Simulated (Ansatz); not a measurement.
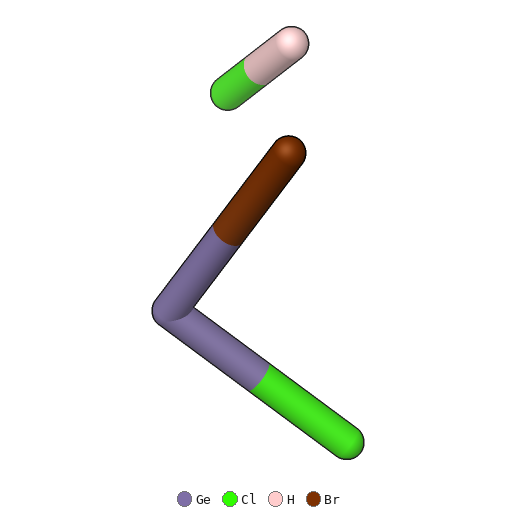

The geometry was computed by an optimisation with PBE0-D4/def2-TZVP. Level of theory: RKS PBE0-D4/def2-TZVPP (Ansatz 0.2.0).

What does the calculation give?

The species is BrCl2GeH.
- HOMO energy (Kohn–Sham orbital): −7.78 eV
- LUMO energy (Kohn–Sham orbital): −2.65 eV
- HOMO–LUMO gap: 5.13 eV
